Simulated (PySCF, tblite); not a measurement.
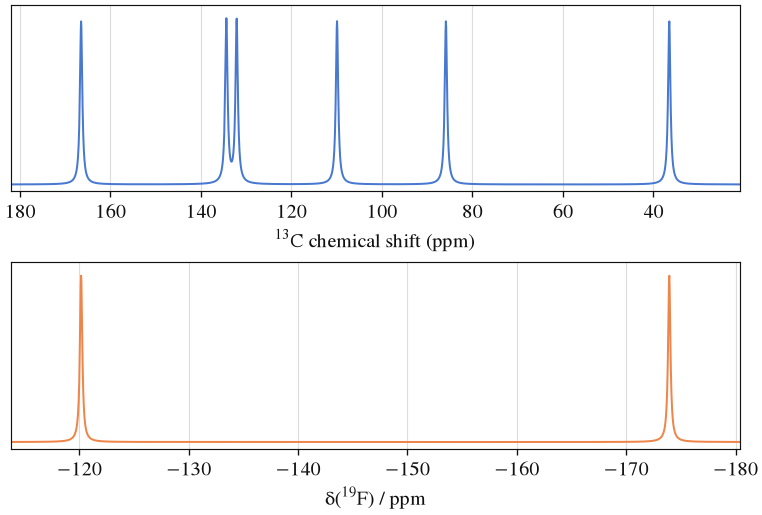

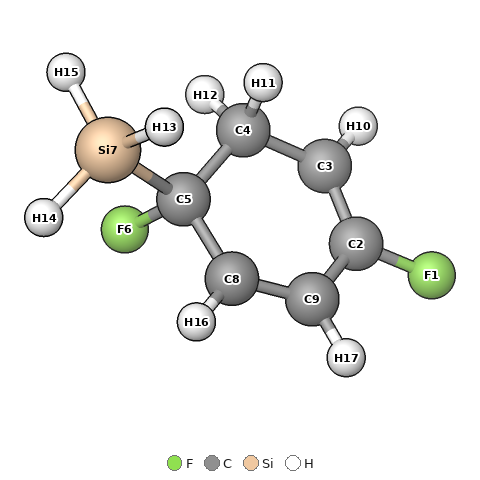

Spectrum and numbered structure of C₆H₈F₂Si, SMILES FC1=CC[C@](F)([SiH3])C=C1. GIAO shifts, PBE0/pcSseg-1 with PySCF 2.14.0, at a GFN2-xTB geometry (a minimum by its frequencies), against TMS for ¹³C and CFCl₃ for ¹⁹F computed at the same level (¹⁹F: this reference is a hard case for the method, so all values can be off together by tens of ppm, and differences between signals are safer). Gas phase, fully decoupled, line heights follow the number of nuclei, widths are arbitrary (no quadrupolar broadening); values of one conformer, averaged over methyl-type rotors and exact or near symmetry.

**Which ¹³C nuclei are the least shielded, and which the most?**

Least shielded: C2 at 166.5 ppm. Most shielded: C4 at 36.4 ppm.

**Assign the ¹⁹F signals to the numbered atoms.**

```tsv
δ (ppm)	nuclei	atoms
−120.2	1	F1
−173.9	1	F6
```

Note: the tight-binding geometry is rougher than a DFT one and adds to the error.
